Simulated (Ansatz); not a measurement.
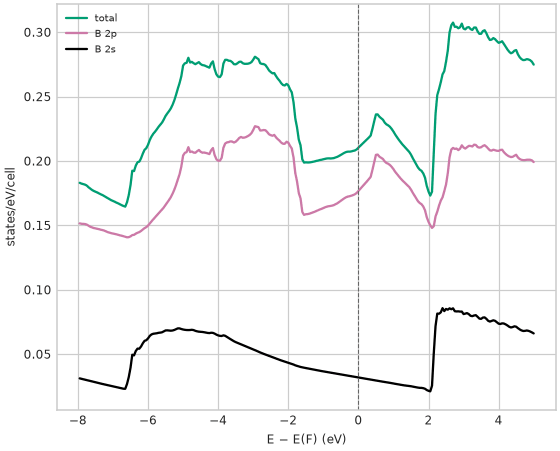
Figure: Total and projected density of states of B (simple rhombohedral, R-3m), PBE (plane waves, PAW; program Ansatz)

Q: Which orbitals carry the states next to the Fermi level?

A: Within 0.5 eV of the Fermi level: B 2p 84 %, B 2s 15 %. Projections are on Löwdin-orthogonalised atomic valence shells; empty p or d shells of many metals are not among them.

Q: Where is the tallest occupied peak in this window, and what makes it?

A: Near -2.9 eV, about 0.28 states/eV per cell; the largest projected share is B 2p.

The cell is a constructed one: a structure type filled with these elements. Its sites differ from those of the usual phase in this space group: another stacking or structure type. Symmetry was held in the PBE relaxation; its stability against distortions is not shown here. The volume moved by -34 % from the start of the relaxation.

Potentials: the later of the program's two PAW sets.
